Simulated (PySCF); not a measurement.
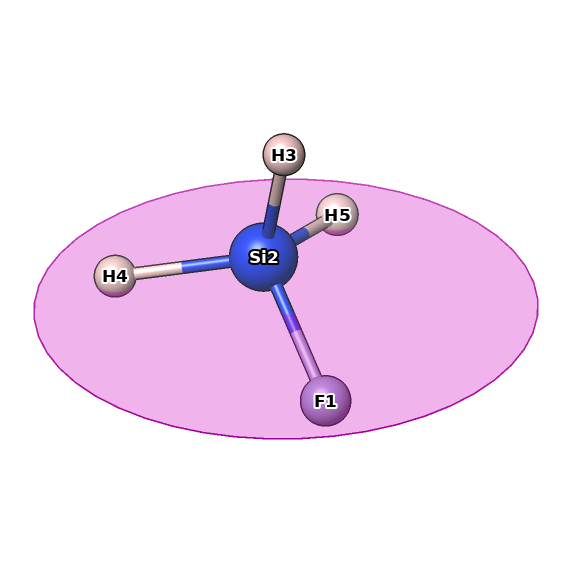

A disc through the centre of mass is drawn in. Atoms fade into the background with distance from the viewer. The geometry was computed by an optimisation with PBE0-D3(BJ)/def2-TZVP. No frequency run is at hand to confirm it as a minimum.

Q: Is the plane of the disc a mirror plane of the structure?

A: No. The point group is C3v, with 1 C3 axis and 3 mirror planes, and this plane isn't one of its mirror planes.
